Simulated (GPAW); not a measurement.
**PbO (honeycomb monolayer): G0W0 with GPAW, start to end**

Aim: the G0W0 gap of PbO (honeycomb monolayer) on LDA, step by step.

Method: LDA and many-body steps on it, plane waves, in GPAW 26.7.0.

**1. The structure**

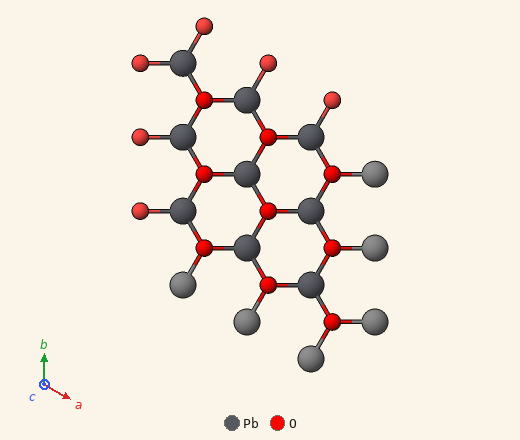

The cell as given, from above (lead dark grey, oxygen red). 3×3×1 cells are drawn. Some periodic images of atoms are drawn too.

The cell holds 2 atoms: 1 Pb and 1 O. Cell: a = 3.292 Å, b = 3.292 Å, c = 11.400 Å, α = 90.0°, β = 90.0°, γ = 120.0°. Vacuum lies along c.

The start is a generated structure, not a measured one. Spin-orbit coupling is left out unless a step names it.

**2. Relaxation**

This step: GPAW 26.7.0; DFT, LDA, plane waves, PAW.

A relaxation at this level of theory: leftover forces would pass straight into the levels.

Contents of run.py:

```python
import json
import numpy as np
from gpaw.mpi import world
from ase import Atoms
from ase.constraints import FixSymmetry
from ase.filters import FrechetCellFilter
from ase.optimize import BFGS
from gpaw import GPAW, PW, FermiDirac

atoms = Atoms(['Pb', 'O'],
    cell=[[3.2921299104, 0.0000000000, 0.0000000000],
      [-1.6460649552, 2.8510681350, 0.0000000000],
      [0.0000000000, 0.0000000000, 11.4000000000]],
    scaled_positions=[[0.3333333333, 0.6666666667, 0.4824561404],
      [0.6666666667, 0.3333333333, 0.5175438596]],
    pbc=(True, True, False))
atoms.set_constraint(FixSymmetry(atoms))
atoms.calc = GPAW(mode=PW(700),
    xc='LDA',
    kpts={'size': (9, 9, 1), 'gamma': True},
    occupations=FermiDirac(0.02),
    convergence={'density': 1e-5},
    txt='relax.txt')
steps = []
opt = BFGS(FrechetCellFilter(atoms, mask=[1, 1, 0, 0, 0, 1]), logfile='bfgs.log')
opt.attach(lambda: steps.append([atoms.get_potential_energy(), atoms.cell[:], atoms.positions.copy(), atoms.get_forces()]))
converged = opt.run(fmax=0.03, steps=50)
res = {'converged': bool(converged), 'steps': steps, 'cell': atoms.cell[:], 'frac': atoms.get_scaled_positions()}

if world.rank == 0:
    with open('result.json', 'w') as f:
        json.dump(res, f, default=lambda x: x.tolist())
```

On the command line:

```
mpirun -n 4 gpaw python run.py
```

Numbers of over 12 decimals in the logs are rounded to 6 here.

What it wrote:

```text
Step     Time          Energy          fmax
BFGS:    0        -9.139792        8.764080
BFGS:    1       -11.297953        2.676917
BFGS:    2       -11.697646        1.057173
[...]
BFGS:    8       -11.833893        0.132556
BFGS:    9       -11.834675        0.012679
```

Wall time 44 s (4 MPI ranks of Arm Neoverse V2, shared host); peak memory 1 GiB; 2.9 min of CPU time.

The steps of the relaxation:

| step | energy less that of the first step (eV) | largest force (eV/Å) |
| --- | --- | --- |
| 1 | 0.0000 | 6.1683 |
| 2 | -2.1582 | 2.6769 |
| 3 | -2.5579 | 1.0572 |
| 4 | -2.6093 | 0.4630 |
| 5 | -2.6203 | 0.2691 |
| 6 | -2.6378 | 0.0014 |
| 7 | -2.6596 | 0.3183 |
| 8 | -2.6796 | 0.4172 |
| 9 | -2.6941 | 0.1326 |
| 10 | -2.6949 | 0.0127 |

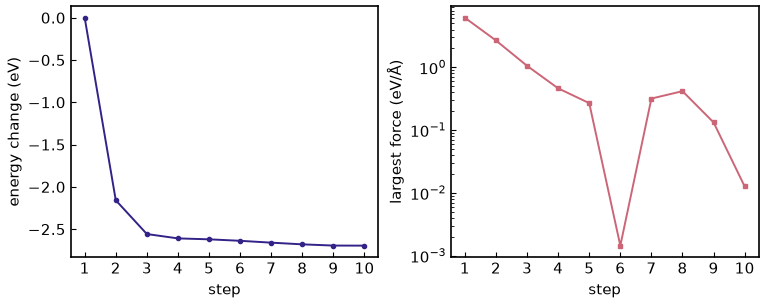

Energy and largest force along the relaxation.

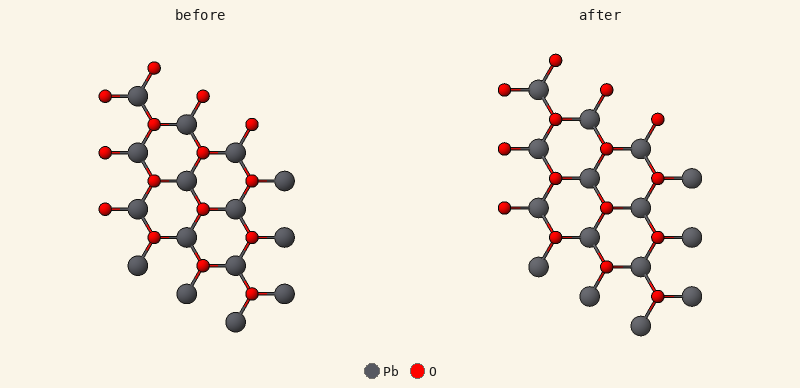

The structure before and after the relaxation, drawn at the same scale.

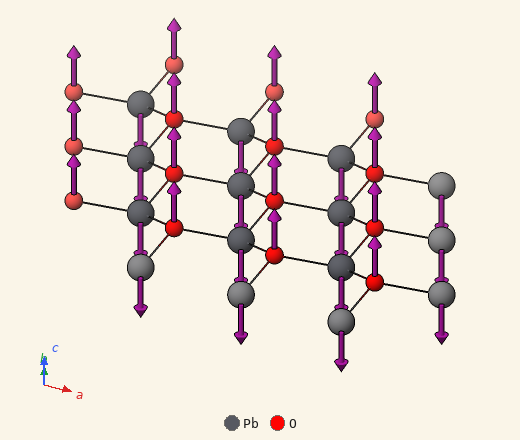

Displacements in the relaxation, exaggerated; the longest in the cell stands for 0.30 Å. 3×3×1 cells are drawn. Some periodic images of atoms are drawn too.

The atoms that moved most (Å):

| atom | dx | dy | dz | length |
| --- | --- | --- | --- | --- |
| Pb1 | 0.000 | 0.000 | -0.295 | 0.295 |
| O2 | 0.000 | 0.000 | 0.295 | 0.295 |

The relaxed structure:

```xyz
2
Lattice="3.4405 0.0000 0.0000 -1.7202 2.9795 0.0000 0.0000 0.0000 11.4000" Properties=species:S:1:pos:R:3
Pb    0.0000    1.9863    5.2048
O     1.7202    0.9932    6.1955
```

**3. Ground state**

The ground-state density comes first.

Contents of run.py:

```python
import json
import numpy as np
from gpaw.mpi import world
from ase import Atoms
from gpaw import GPAW, PW, FermiDirac

atoms = Atoms(['Pb', 'O'],
    cell=[[3.4404564648, 0.0000000000, 0.0000000000],
      [-1.7202282324, 2.9795226992, 0.0000000000],
      [0.0000000000, 0.0000000000, 11.4000000000]],
    scaled_positions=[[0.3333333333, 0.6666666667, 0.4565604263],
      [0.6666666667, 0.3333333333, 0.5434628008]],
    pbc=(True, True, False))
calc = GPAW(mode=PW(600),
    xc='LDA',
    kpts={'size': (12, 12, 1), 'gamma': True},
    occupations=FermiDirac(0.001),
    nbands=-7,
    convergence={'density': 1e-6, 'bands': -3},
    maxiter=100,
    txt='gs.txt')
atoms.calc = calc
res = {'energy': atoms.get_potential_energy()}
kpts = calc.get_ibz_k_points()
res['kpts'] = kpts
res['eigenvalues'] = [calc.get_eigenvalues(kpt=k) for k in range(len(kpts))]
res['n_electrons'] = calc.get_number_of_electrons()
calc.write('gs.gpw')

if world.rank == 0:
    with open('result.json', 'w') as f:
        json.dump(res, f, default=lambda x: x.tolist())
```

On the command line:

```
mpirun -n 4 gpaw python run.py
```

What it wrote:

```text
__  _  _
 | _ |_)|_||  |
 |__||  | ||/\| - 26.7.0

Input parameters:
  mode=PW(ecut=600.0),
  convergence={'density': 1e-06, 'bands': -3},
  kpts=MonkhorstPack(size=(12, 12, 1), gamma=True),
  maxiter=100,
  nbands=-7,
  occupations=Occupations(name='fermi-dirac', width=0.001, fixmagmom=False),
  xc=XC(name='LDA')
  [... matrices ...]
Diagonalizing LCAO Hamiltonian
Converting LCAO to pw mode

           O
        Pb

Atoms  # Å, Bohr magnetons
|   | symbol |         x |        y |        z |    initial magnetic moments |
| 0 |     Pb | -0.000000 | 1.986348 | 5.204789 | ( 0.0000,  0.0000,  0.0000) |
| 1 |      O |  1.720228 | 0.993174 | 6.195476 | ( 0.0000,  0.0000,  0.0000) |

Unit cell  # Å
| periodic |         x |        y |         z |   lengths |     angles |
|      yes |  3.440456 | 0.000000 |  0.000000 |  3.440456 |  90.000000 |
|      yes | -1.720228 | 2.979523 |  0.000000 |  3.440456 |  90.000000 |
|       no |  0.000000 | 0.000000 | 11.400000 | 11.400000 | 120.000000 |

Number of symmetries: 6
Symmetry operations  # r_c * U_cc + t_c -> r_c
|   | kind |            matrix            |
| 0 |  σ   |  1, 1, 0,  0,-1, 0,  0, 0, 1 |
| 1 |  E   |  1, 0, 0,  0, 1, 0,  0, 0, 1 |
| 2 |  C3  |  0, 1, 0, -1,-1, 0,  0, 0, 1 |
| 3 |  σ   |  0,-1, 0, -1, 0, 0,  0, 0, 1 |
| 4 |  σ   | -1, 0, 0,  1, 1, 0,  0, 0, 1 |
| 5 |  C3  | -1,-1, 0,  1, 0, 0,  0, 0, 1 |

BZ-sampling:
  Number of BZ points: 144
  Number of IBZ points: 19

  Monkhorst-Pack size: [12, 12, 1]
  Monkhorst-Pack shift: [0.041667, 0.041667, 0.0]

K-points  # in reciprocal-cell coordinates
|     |                                coordinates |     weight |
|   0 | ( -0.00000000,  -0.00000000,   0.00000000) | 0.00694444 |
|   1 | (  0.08333333,  -0.00000000,   0.00000000) | 0.04166667 |
|   2 | (  0.16666667,  -0.08333333,   0.00000000) | 0.04166667 |
|   3 | (  0.16666667,  -0.00000000,   0.00000000) | 0.04166667 |
|   4 | (  0.25000000,  -0.08333333,   0.00000000) | 0.08333333 |
|   5 | (  0.25000000,  -0.00000000,   0.00000000) | 0.04166667 |
|   6 | (  0.33333333,  -0.16666667,   0.00000000) | 0.04166667 |
|   7 | (  0.33333333,  -0.08333333,   0.00000000) | 0.08333333 |
|   8 | (  0.33333333,  -0.00000000,   0.00000000) | 0.04166667 |
|   9 | (  0.33333333,   0.33333333,   0.00000000) | 0.01388889 |
| ... |                                            |            |
|  18 | (  0.50000000,   0.50000000,   0.00000000) | 0.02083333 |

Plane wave coefficients: 3923
Cutoff: 600.0 eV

Spin-components: 1 (collinear spins)
Bands:           17
Projectors:      11
Spin-degeneracy: 2
Datatype:        complex128

  Storage: CPU
  Wave functions: 20_077_680 bytes (5_019_420 per core)
  Projectors: 25_982_880 bytes (6_495_720 per core)
  [... matrices ...]
Parallelization:
  kpt:    4
  domain: 1
  band:   1

Density:
  Valence electrons: 20.0
  Components: 1
  Grid points: [20 20 70]
  Charge: 0.0  # |e|

Potential:
  Grid points: [20 20 70]

species:
  Pb:
    name:    Lead
    Z:       82.0
    valence: 14
    core:    68
    charge:  0.0  # [|e|]
    compensation charges:
      type: gauss
      rc: 0.38  # [Å]
      lmax: 2
    cutoffs:
      filter: 2.36  # [Å]
      core: 2.43  # [Å]
    projectors
    | kind |    occ | energy [eV] | rcut [Å] |
    |   6s |  2.000 |     -12.249 |    1.259 |
    |   6p |  2.000 |      -3.713 |    1.275 |
    |   5d | 10.000 |     -21.326 |    1.217 |
    |    s |        |      14.962 |    1.259 |
    |    p |        |      23.498 |    1.275 |
    |    d |        |       5.885 |    1.217 |

    Using partial waves for Pb as LCAO basis

  O:
    name:    Oxygen
    Z:       8.0
    valence: 6
    core:    2
    charge:  0.0  # [|e|]
    compensation charges:
      type: gauss
      rc: 0.21  # [Å]
      lmax: 2
    cutoffs:
      filter: 1.17  # [Å]
      core: 0.83  # [Å]
    projectors
    | kind |    occ | energy [eV] | rcut [Å] |
    |   2s |  2.000 |     -23.752 |    0.688 |
    |   2p |  4.000 |      -9.195 |    0.598 |
    |    s |        |       3.459 |    0.688 |
    |    p |        |      18.016 |    0.598 |
    |    d |        |       0.000 |    0.619 |

    Using partial waves for O as LCAO basis

Reference energy: -568998.841699  # eV

eigensolver:
  PPCG
  Converge bands: -3
  niter=2

density mixing:
  MSR1-Mixer
  Pratt-step length: 0.05
  Maximum mixing coefficient: 0.75
  Old densities: 10
  SVD Regularization: 0.005
  Good broyden scale: 1.0
  Trust region scale: 1.0
  Backstep threshold: 4.0
  History deletion threshold: 6.0
  Fourier metric: weight=20.0, sigma=0.015

occupation numbers:
  Fermi-Dirac:
    width: 0.0010  # eV

poisson solver:
  ecut: 4800.0  # eV

xc functional:
  name: None

Initialization done in: 0.718 s

convergence criteria:
- Maximum integral of absolute [dens]ity change: 1e-06 electrons / valence electron
- Maximum [total energy] change in last 3 cyles: 0.0005 eV / valence electron
- Maximum integral of absolute [eigenst]ate change: 4e-08 eV^2 / valence electron
maximum number of iterations: 100

SCF iterations
|iter     |     time |      energy | eigst |  dens |
|iter:   1|  |  -13.914941 | +1.94 |       |
|iter:   2|  |  -13.144652 | +0.58 | -0.96 |
|iter:   3|  |  -11.827204 | -0.09 | -1.03 |
|iter:   4|  |  -11.781401 | -1.42 | -1.48 |
|iter:   5|  |  -11.762832 | -2.21 | -1.69 |
|iter:   6|  |  -11.760885 | -2.85 | -2.22 |
|iter:   7|  |  -11.760909c| -3.98 | -2.83 |
|iter:   8|  |  -11.760876c| -4.82 | -3.33 |
|iter:   9|  |  -11.760876c| -6.27 | -4.18 |
|iter:  10|  |  -11.760876c| -7.29 | -4.87 |
|iter:  11|  |  -11.760876c| -7.61c| -5.40 |
|iter:  12|  |  -11.760876c| -8.32c| -5.77 |
|iter:  13|  |  -11.760876c| -8.79c| -6.22c|

Converged in 13 steps
SCF loop duration: 4.317 s (0.332 s/step)
Energy contributions relative to reference atoms: (reference = -568998.841699)
  [... matrices ...]
Energy contributions:
  Kinetic:          19.583978
  Coulomb:         -19.020965
  Zero:             -0.000285
  External:          0.000000
  Xc:              -12.323604
  Entropy:          -0.000000
  Spinorbit:         0.000000
  ----------------------------
  Free energy:     -11.760876
  Extrapolated:    -11.760876

dipole moment: (-3.120496, 1.801622, -0.201638)  # |e|*Ang

Fermi level: -2.165
Eigenvalues  # (at kpt = [-0.000, -0.000, 0.000])
| band index |      eig [eV] | occ [0-2] |
|          0 |       -19.938 |     2.000 |
|        ... |               |           |
|          2 |       -18.145 |     2.000 |
|          3 |       -17.853 |     2.000 |
|          4 |       -17.853 |     2.000 |
|          5 |       -17.818 |     2.000 |
|          6 |        -9.403 |     2.000 |
|          7 |        -4.006 |     2.000 |
|          8 |        -4.006 |     2.000 |
|          9 |        -3.216 |     2.000 |
|         10 |        -0.651 |     0.000 |
|         11 |         3.066 |     0.000 |
|         12 |         4.604 |     0.000 |
|         13 |         5.685 |     0.000 |
|         14 |         6.387 |     0.000 |
|         15 |         6.387 |     0.000 |
|         16 |         9.515 |     0.000 |

Gap: 2.034 eV
Transition (v -> c):
  (s=0, k=9, n=9, [0.33, 0.33, 0.00]) -> (s=0, k=0, n=10, [-0.00, -0.00, 0.00])
Direct/indirect transitions are different
Direct gap: 2.565 eV
Transition at: (s=0, k=0, n=9, [-0.00, -0.00, 0.00])
vacuum-level: 3.623  # V
# Writing to gs.gpw (mode='')
  [... matrices ...]
```

Run time: 6.8 s. Hardware: 4 MPI ranks; peak memory 0.73 GiB.

This step gave:

| Item | Value |
| --- | --- |
| total energy | -11.76 eV |
| gap | 2.034 eV |
| k of the valence top | 0.3333, 0.3333, 0 |
| k of the conduction bottom | 0, 0, 0 |
| least direct gap | 2.565 eV |

The gap is indirect, with the least direct gap 0.53 eV higher.

**4. Empty states on the mesh, 9×9×1 mesh, 199 bands**

The sums over transitions need many empty states on a uniform mesh; this step solves for them.

Contents of run.py:

```python
import json
import numpy as np
from gpaw.mpi import world
from gpaw import GPAW

calc = GPAW('gs.gpw').fixed_density(kpts={'size': (9, 9, 1), 'gamma': True},
    nbands=232,
    convergence={'bands': 199},
    txt='nscf.txt')
calc.write('full.gpw', mode='all')
res = {}
kpts = calc.get_ibz_k_points()
res['kpts'] = kpts
res['eigenvalues'] = [calc.get_eigenvalues(kpt=k) for k in range(len(kpts))]
res['n_electrons'] = calc.get_number_of_electrons()

if world.rank == 0:
    with open('result.json', 'w') as f:
        json.dump(res, f, default=lambda x: x.tolist())
```

On the command line:

```
mpirun -n 4 gpaw python run.py
```

What it wrote:

```text
Diagonalizing LCAO Hamiltonian
Converting LCAO to pw mode
convergence criteria:
- Maximum integral of absolute [eigenst]ate change: 4e-08 eV^2 / valence electron
maximum number of iterations: 100

SCF iterations
|iter     |     time |      energy | eigst |  dens |
|iter:   1|  |             | +4.66 |       |
|iter:   2|  |             | +3.45 |       |
|iter:   3|  |             | +2.36 |       |
[...]
|iter:  15|  |             | -6.78 |       |
|iter:  16|  |             | -7.27 |       |
|iter:  17|  |             | -7.53c|       |
SCF steps: 17
  __  _  _
 | _ |_)|_||  |
 |__||  | ||/\| - 26.7.0

Input parameters:
  mode=PW(ecut=600.0),
  convergence={'bands': 199},
  gpts=array([20, 20, 70]),
  kpts=MonkhorstPack(size=(9, 9, 1), gamma=True),
  maxiter=100,
  nbands=232,
  occupations=Occupations(name='fermi-dirac', width=0.001, fixmagmom=False),
  parallel={},
  xc=XC(name='LDA')
# Writing to full.gpw (mode='all')
  [... matrices ...]

timing:  # [seconds]
  Total: 0.161  # ━━━━━━━━━━━━━━━━━━━━━━━━━━━━━━━━━━━━━━━━━━━━━━━━━━━━━━━━━━━
```

Wall time 87 s (4 MPI ranks); peak memory 1.1 GiB.

This step gave:

- gap: 2.034 eV
- k of the valence top: 0.3333, 0.3333, 0
- k of the conduction bottom: 0, 0, 0
- least direct gap: 2.565 eV
- k points computed: 12
- lowest point of the top converged band, above the valence top: 77.3478 eV

On this mesh the gap is 2.034 eV.

(Part 1 of 2 ends here.)

[Paths, hosts, dates, memory and timing lines, banners, echoed tables and standing remarks are left out of the program output.]

[Logs are printed without paths, hosts, clocks, repeated set-up lines and the standing remarks that a program may print on its own settings, such as how far it seeks lower states.]

[Runs of the session that timed out or met a known fault of the program may be left out.]

[Hosts, paths, dates, database ids (printed as entryN), source tags and the programs' standing remarks are cut or masked in the printed files.]
